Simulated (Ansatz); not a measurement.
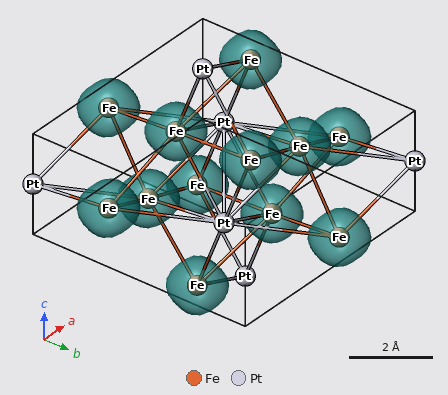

Figure 1: Fe4Pt. Isosurfaces of the magnetisation density (up minus down) at +0.4 (teal) and −0.4 e/Å³ (pink), seen at an oblique angle. Sticks mark near contacts.

Space group I4/m; a structure generated by program, which may or may not match a known phase; spin-polarised.

The calculation used Ansatz 0.2.0, DFT PBE, scalar-relativistic, plane waves, PAW.

The density is the valence pseudo-density of a PAW calculation; it isn't the true density close to the nuclei.

```yaml
crystal:
  lattice:
    - [6.60871, 0.00000, 0.00000]
    - [0.00000, -6.60871, 0.00000]
    - [0.00000, 0.00000, -2.91073]
  atoms:
    - { symbol: Fe, position: [0.39316, 0.81187, 0.50000] }
    - { symbol: Fe, position: [0.89316, 0.31187, 0.00000] }
    - { symbol: Fe, position: [0.10684, 0.68813, 0.00000] }
    - { symbol: Fe, position: [0.60684, 0.18813, 0.50000] }
    - { symbol: Fe, position: [0.18813, 0.39316, 0.50000] }
    - { symbol: Fe, position: [0.68813, 0.89316, 0.00000] }
    - { symbol: Fe, position: [0.81187, 0.60684, 0.50000] }
    - { symbol: Fe, position: [0.31187, 0.10684, 0.00000] }
    - { symbol: Pt, position: [0.00000, 0.00000, 0.50000] }
    - { symbol: Pt, position: [0.50000, 0.50000, 0.00000] }
```

Which atoms carry the moments, and with what signs?

The spin density sits on Fe: +2.7 μB (×8) in one cell of 10 atoms, with smaller moments on other sites: Pt (up to +0.51 μB): parallel moments (a ferromagnetic arrangement) in this solution. The cell of the calculation (5 atoms) carries 11.2 μB of net spin moment. Only one sign reaches the isovalue.
